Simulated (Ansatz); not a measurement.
# AlPH3+ (triplet): correlated methods under varied settings

What do other methods and options give for AlPH3+ (triplet) at this geometry, and how long do they take?

Method: the settings change from run to run; program: Ansatz 0.2.0, Gaussian basis.

21 further runs of the same task are left out: 7 that didn't finish, 14 set aside as unsound or not needed.

## Step 1: What is computed

The geometry is a PBE0/def2-TZVP stationary point (not a proven minimum) of the parent state, kept for this charge and spin.

5 atoms, charge 1, spin multiplicity 3.

Atoms are counted from 1 here; the program's logs count them from 0.

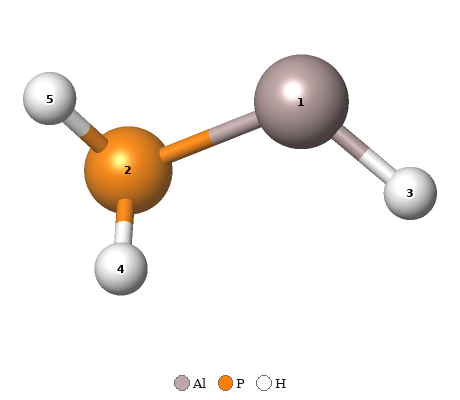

The geometry (aluminium light grey, phosphorus orange, hydrogen white); atoms are numbered from 1 in the order of the file.

## Step 2: CCSD on UHF/def2-SVP

File in.yaml:

```yaml
crystal:
  periodic: [false, false, false]
  atoms:
    - {symbol: Al, position_ang: [0.042298, -0.119616, 1.254150]}
    - {symbol: P, position_ang: [-0.090450, 0.068392, -1.079457]}
    - {symbol: H, position_ang: [-0.052697, 1.261982, 2.066825]}
    - {symbol: H, position_ang: [1.035122, 0.939745, -1.114035]}
    - {symbol: H, position_ang: [0.664801, -1.101382, -1.353659]}
basis:
  gaussian: {orbitals: def2-SVP}
total_charge: 1
magnetization: {spin_polarized: true, initial_magnetization: 2}
correlation: {method: ccsd, electrons: outside_noble_gas, diis_vectors: 1}
scf: {lower_state_search: light}
```

Run with:

```bash
> ansatz run in.yaml --threads 1 --pin off --events-out ev --progress --plain --max-ram 2393MiB
```

Output, shortened:

```text
Functional definition: HF
  name "HF"
  cite "Fock, Z. Phys. 61, 126 (1930) doi:10.1007/BF01340294"
  parent pbe
[...]
475 factors; integrals over basis functions are off by at most 1.1e-3 eV
[...]
mean field -15888.03775610 eV, -583.8746182378 hartree, gradient 2.4e-6 eV, S^2 2.021199; 2 other end points of the search recorded, 0 dependent functions left out
determinant -15888.03775610 eV, -583.8746182378 hartree, with singles and doubles -15892.91962238 eV, -584.0540235147 hartree
determinant -15885.97858601 eV, -583.7989451329 hartree, with singles and doubles -15891.15908923 eV, -583.9893251146 hartree
determinant -15885.72161021 eV, -583.7895014465 hartree, with singles and doubles -15890.73194848 eV, -583.9736279818 hartree
10 core orbitals not correlated: weight in the atoms' cores, before any rotation towards them, 1.000 or more for the frozen orbitals, at most 0.000 for the correlated occupied ones
reference -15888.03775610 eV, -583.8746182378 hartree; 6, 4 occupied and 35, 37 virtual orbitals, 475 factors
second order -3.88224538 eV of doubles, -0.00000000 eV of singles
cycle   1  -4.88218448 eV  change   -3.2e-4 eV  update   3.1e-3
[...]
cycle  15  -4.88511115 eV  change    3.0e-6 eV  update   8.2e-6
Total energy: -15892.92286725 eV, -584.0541427613 hartree
```

It took 2.5 s on 1 thread of Arm Neoverse V1, shared host.

From the report: ⟨S²⟩ of the determinant 2.021 (pure triplet: 2.00); correlation -4.8851 eV; T1 0.027; largest double amplitude 0.03.

## Step 3: CCSDT on UHF/STO-3G

in.yaml, as its differences from that of step 2:

```diff
@@ -9,6 +9,6 @@
 basis:
-  gaussian: {orbitals: def2-SVP}
+  gaussian: {orbitals: STO-3G}
 total_charge: 1
 magnetization: {spin_polarized: true, initial_magnetization: 2}
-correlation: {method: ccsd, electrons: outside_noble_gas, diis_vectors: 1}
-scf: {lower_state_search: light}
+correlation: {method: ccsdt, electrons: outside_noble_gas}
+scf: {lower_state_search: full}
```

Launched as before.

Output, shortened:

```text
Functional definition: HF
  name "HF"
  cite "Fock, Z. Phys. 61, 126 (1930) doi:10.1007/BF01340294"
  parent pbe
[...]
354 factors; integrals over basis functions are off by at most 2.7e-8 eV
[...]
mean field -15712.52236809 eV, -577.4245466972 hartree, gradient 1.8e-6 eV, S^2 2.029431; 6 other end points of the search recorded, 0 dependent functions left out
determinant -15712.52236809 eV, -577.4245466972 hartree, with singles and doubles -15714.66957214 eV, -577.5034549904 hartree
determinant -15709.80950794 eV, -577.3248509256 hartree, with singles and doubles -15712.12439700 eV, -577.4099215292 hartree
10 core orbitals not correlated: weight in the atoms' cores, before any rotation towards them, 1.000 or more for the frozen orbitals, at most 0.000 for the correlated occupied ones
reference -15712.52236809 eV, -577.4245466972 hartree; 6, 4 occupied and 5, 7 virtual orbitals, 354 factors
second order -1.36486398 eV of doubles, -0.00000000 eV of singles
cycle   1  -1.81954231 eV  change   -4.5e-1 eV  update   6.6e-2
[...]
cycle  16  -2.17816508 eV  change   -8.2e-7 eV  update   6.5e-7
Total energy: -15714.70053317 eV, -577.5045927875 hartree
```

Wall time 0.66 s (1 thread of Arm Neoverse V1, shared host).

From the report: ⟨S²⟩ of the determinant 2.029 (pure triplet: 2.00); correlation -2.1782 eV; T1 0.016; largest double amplitude 0.06.

## Step 4: NEVPT2(2,10)/cc-pVDZ

in.yaml, as its differences from that of step 3:

```diff
@@ -9,6 +9,5 @@
 basis:
-  gaussian: {orbitals: STO-3G}
+  gaussian: {orbitals: cc-pVDZ, point_charges: [{charge: -1.00, position_ang: [5.963, -0.744, 0.896]}]}
 total_charge: 1
-magnetization: {spin_polarized: true, initial_magnetization: 2}
-correlation: {method: ccsdt, electrons: outside_noble_gas}
-scf: {lower_state_search: full}
+magnetization: {spin_polarized: false, initial_magnetization: 2}
+correlation: {method: sc_nevpt2, electrons: outside_noble_gas, active_space: {window: {electrons: 2, orbitals: 10}}}
```

The command is unchanged.

Output, shortened:

```text
Functional definition: HF
  name "HF"
  cite "Fock, Z. Phys. 61, 126 (1930) doi:10.1007/BF01340294"
  parent pbe
[...]
503 factors; integrals over basis functions are off by at most 1.2e-3 eV
[...]
mean field -15895.42535100 eV, -584.1461073430 hartree, gradient 1.9e-6 eV, S^2 2.000000; 1 other end points of the search recorded, 0 dependent functions left out
reference -15895.42535100 eV, -584.1461073430 hartree; 16, 14 occupied and 35, 37 virtual orbitals, 503 factors
state -15895.46335369 eV, -584.1475039161 hartree
state -15895.46335369 eV, -584.1475039161 hartree; corrected -15899.39236885 eV, -584.2918925601 hartree
WARN: 2 active orbitals are nearly empty or full. The corrections depend on them more than the energy does, and are more stable in an active space without them
Total energy: -15899.39236885 eV, -584.2918925601 hartree
```

It took 9.5 s on 1 thread of Arm Neoverse V1, shared host.

From the report: 100 determinants; active occupations 1.00, 1.00, 0.00, 0.00, 0.00, 0.00, 0.00, 0.00, 0.00, 0.00. The report marks this result as in doubt.

## Step 5: HF/cc-pVDZ

in.yaml, as its differences from that of step 4:

```diff
@@ -9,5 +9,6 @@
 basis:
-  gaussian: {orbitals: cc-pVDZ, point_charges: [{charge: -1.00, position_ang: [5.963, -0.744, 0.896]}]}
+  gaussian: {orbitals: cc-pVDZ}
 total_charge: 1
 magnetization: {spin_polarized: false, initial_magnetization: 2}
-correlation: {method: sc_nevpt2, electrons: outside_noble_gas, active_space: {window: {electrons: 2, orbitals: 10}}}
+hamiltonian: {xc: hf}
+output: {orbitals: {seedname: orbitals}}
```

Launched as before.

Output:

```text
Functional definition: HF
  name "HF"
  cite "Fock, Z. Phys. 61, 126 (1930) doi:10.1007/BF01340294"
  parent pbe
  exchange = exact_x
  correlation = 0
503 factors; integrals over basis functions are off by at most 1.2e-3 eV
mean field evaluation 1: about -15891.5239 eV, gradient 1.1e1 eV
mean field evaluation 2: about -15891.5537 eV, gradient 1.1e1 eV
mean field evaluation 4: about -15892.7977 eV, gradient 2.0e0 eV
mean field evaluation 8: about -15893.0023 eV, gradient 3.1e-1 eV
mean field evaluation 16: about -15881.3358 eV, gradient 2.3e1 eV
mean field -15893.00784335 eV, -584.0572655756 hartree, gradient 4.3e-5 eV, S^2 2.000000; 0 other end points of the search recorded, 0 dependent functions left out
reference -15893.00784335 eV, -584.0572655756 hartree; 16, 14 occupied and 35, 37 virtual orbitals, 503 factors
Total energy: -15893.00784335 eV, -584.0572655756 hartree
```

Run time: 0.45 s. Hardware: 1 thread of Arm Neoverse V1, shared host.

## Step 6: NEVPT4(SD)(6,7)/STO-3G

in.yaml, as its differences from that of step 5:

```diff
@@ -9,6 +9,5 @@
 basis:
-  gaussian: {orbitals: cc-pVDZ}
+  gaussian: {orbitals: STO-3G}
 total_charge: 1
 magnetization: {spin_polarized: false, initial_magnetization: 2}
-hamiltonian: {xc: hf}
-output: {orbitals: {seedname: orbitals}}
+correlation: {method: fic_nevpt4_sd, electrons: outside_noble_gas, active_space: {window: {electrons: 6, orbitals: 7}, states: [{multiplicity: 3, weights: [1, 0.5, 0.5]}, {multiplicity: 5, weights: [1]}]}}
```

Launched as before.

Output, shortened:

```text
Functional definition: HF
  name "HF"
  cite "Fock, Z. Phys. 61, 126 (1930) doi:10.1007/BF01340294"
  parent pbe
[...]
354 factors; integrals over basis functions are off by at most 2.7e-8 eV
[...]
mean field -15712.39534859 eV, -577.4198788166 hartree, gradient 1.9e-6 eV, S^2 2.000000; 0 other end points of the search recorded, 0 dependent functions left out
reference -15712.39534859 eV, -577.4198788166 hartree; 16, 14 occupied and 5, 7 virtual orbitals, 354 factors
state -15713.36210577 eV, -577.4554064878 hartree
state -15710.85858276 eV, -577.3634037139 hartree
state -15709.59876305 eV, -577.3171061937 hartree
state -15713.36210577 eV, -577.4554064878 hartree; corrected -15714.62751888 eV, -577.5019095617 hartree
state -15710.85858276 eV, -577.3634037139 hartree; corrected -15712.15023605 eV, -577.4108710967 hartree
state -15709.59876305 eV, -577.3171061937 hartree; corrected -15710.87799147 eV, -577.3641169708 hartree
state -15705.80831401 eV, -577.1778097606 hartree
state -15705.80831401 eV, -577.1778097606 hartree; corrected -15707.06058280 eV, -577.2238297899 hartree
Total energy: -15711.06740515 eV, -577.3710777952 hartree
```

It took 7.5 s on 1 thread of Arm Neoverse V1, shared host.

From the report: 1,225 determinants; active occupations (of the averaged states) 1.92, 1.52, 1.16, 0.84, 0.51, 0.04, 0.02.

## Step 7: NEVPT2(4,5)/cc-pVDZ

File in.yaml:

```yaml
crystal:
  periodic: [false, false, false]
  atoms:
    - {symbol: Al, position_ang: [0.042298, -0.119616, 1.254150]}
    - {symbol: P, position_ang: [-0.090450, 0.068392, -1.079457]}
    - {symbol: H, position_ang: [-0.052697, 1.261982, 2.066825]}
    - {symbol: H, position_ang: [1.035122, 0.939745, -1.114035]}
    - {symbol: H, position_ang: [0.664801, -1.101382, -1.353659]}
basis:
  gaussian: {orbitals: cc-pVDZ}
total_charge: 1
magnetization: {spin_polarized: false, initial_magnetization: 2}
correlation: {method: sc_nevpt2, electrons: valence, active_space: {window: {electrons: 4, orbitals: 5}, states: [{multiplicity: 3, weights: [1, 0.5, 1, 1]}]}}
```

Launched as before.

Output, shortened:

```text
Functional definition: HF
  name "HF"
  cite "Fock, Z. Phys. 61, 126 (1930) doi:10.1007/BF01340294"
  parent pbe
[...]
985 factors; integrals over basis functions are off by at most 1.9e-7 eV
[...]
mean field -15893.00789507 eV, -584.0572674761 hartree, gradient 1.4e-6 eV, S^2 2.000000; 1 other end points of the search recorded, 0 dependent functions left out
reference -15893.00789507 eV, -584.0572674761 hartree; 16, 14 occupied and 35, 37 virtual orbitals, 985 factors
state -15893.13251757 eV, -584.0618472687 hartree
state -15891.22790413 eV, -583.9918540156 hartree
state -15890.76035623 eV, -583.9746719472 hartree
state -15888.99733133 eV, -583.9098819770 hartree
state -15893.13251757 eV, -584.0618472687 hartree; corrected -15897.08378757 eV, -584.2070537628 hartree
state -15891.22790413 eV, -583.9918540156 hartree; corrected -15895.30332764 eV, -584.1416230674 hartree
state -15890.76035623 eV, -583.9746719472 hartree; corrected -15894.84101114 eV, -584.1246332494 hartree
state -15888.99733133 eV, -583.9098819770 hartree; corrected -15893.17085559 eV, -584.0632561647 hartree
Total energy: -15895.07066232 eV, -584.1330727744 hartree
```

It took 2.5 s on 1 thread of Arm Neoverse V1, shared host.

From the report: 100 determinants; active occupations (of the averaged states) 1.56, 1.40, 0.57, 0.44, 0.02.

## Step 8: All runs side by side

Where basis and cores are those of an earlier UCCSDT(Q)/cc-pVDZ run (-15898.2667 eV), and the state is the same kind, the miss against it is given. † marks a result that the program doubts.

```csv
level,correlated,functions,energy (eV),from UCCSDT(Q) (meV),time
CCSD on UHF/def2-SVP,outside noble gas,51,-15892.9229,,2.5 s
CCSDT on UHF/STO-3G,outside noble gas,21,-15714.7005,,0.66 s
"NEVPT2(2,10)/cc-pVDZ (beside a point charge) †",outside noble gas,51,-15899.3924,,9.5 s
HF/cc-pVDZ,,51,-15893.0078,5258.9,0.45 s
"NEVPT4(SD)(6,7)/STO-3G (mean of several states)",outside noble gas,21,-15711.0674,,7.5 s
"NEVPT2(4,5)/cc-pVDZ (mean of several states)",valence,51,-15895.0707,,2.5 s
```

## Step 9: Results

```
quantity                                                  value
    runs                                                      6
quickest                                     HF/cc-pVDZ, 0.45 s
 slowest  NEVPT2(2,10)/cc-pVDZ (beside a point charge) †, 9.5 s
```

In words: Total energies in different bases, with other cores or another treatment of relativity can't be set against each other. NEVPT2(2,10)/cc-pVDZ (beside a point charge) † took 21 times as long as HF/cc-pVDZ; the jobs differ in more than the method. Hartree-Fock, CASSCF and CASCI lack dynamic correlation by design.
